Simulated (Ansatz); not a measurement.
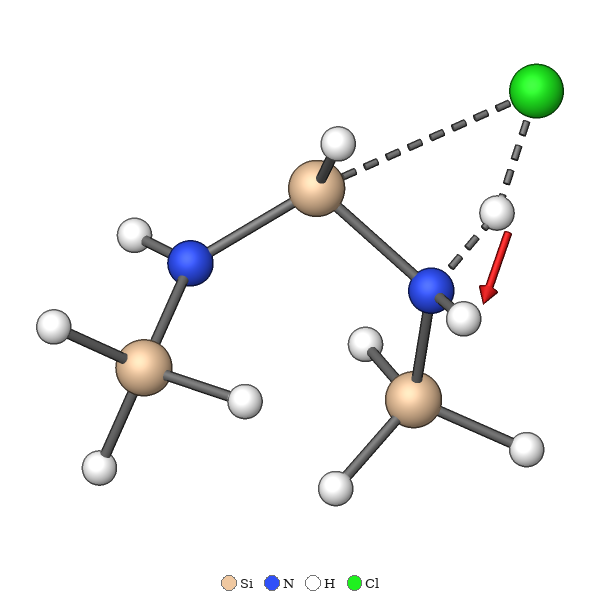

The arrows show one normal mode. Broken sticks mark bonds that form or break. The species is neutral and a spin doublet. Harmonic vibrations computed with UKS PBE0-D4/def2-TZVP (Ansatz 0.2.0) at a stationary point of the same level. It is a saddle point of order 1.

Question: At what wavenumber does it lie?

Answer: 631i cm⁻¹; it is mode 1 of 42 counted from the lowest. It is the reaction coordinate: Si1–Cl8 forms (3.02 Å), N2–H7 forms (1.27 Å), H7–Cl8 breaks (1.57 Å), or the reverse.
